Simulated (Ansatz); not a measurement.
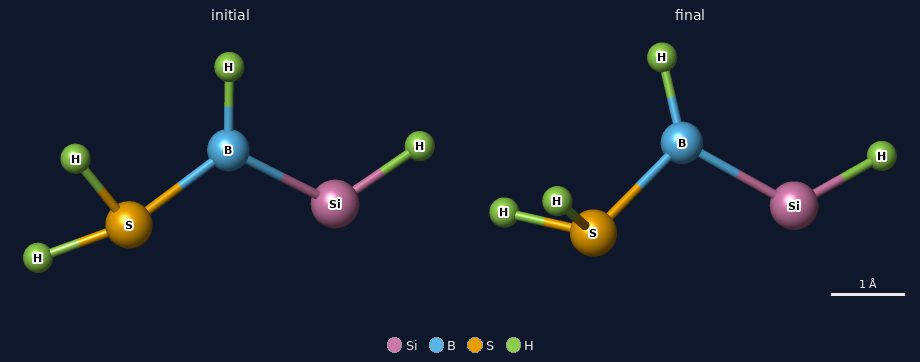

The structure of BSiH4S (multiplicity 2) before (left) and after (right) a relaxation, at one scale.

Style: ball-and-stick. Shown at a tilt.

It is one of the separated reactants of a reaction.

All numbers below come from UKS PBE-D4/def2-SVP in Ansatz. (force threshold 0.03 eV/Å; at most 250 steps)

**Describe what moved and what it gained.**

An H atom moves most after the best rigid fit: 0.88 Å. Largest moves by element: H 0.88 Å, Si 0.27 Å, B 0.21 Å, S 0.13 Å. Among the contacts that change: B–S 1.782 → 1.859 Å, B–Si 1.933 → 1.869 Å, H–S 1.344 → 1.391 Å, H–Si 1.480 → 1.517 Å. Among the angles between lasting bonds that change: B–S–H 149.9° → 108.0°, Si–B–H 119.8° → 130.2°, Si–B–S 119.9° → 109.7°. Groups turn about B–S by about 40°. Over 7 geometry steps the energy falls by 124.5 kJ/mol. Largest force component: 2.6 eV/Å at the start, 0.029 eV/Å at the end. The run took 8.5 s on 2 threads of Intel Xeon 6975P-C, with other jobs on the host.
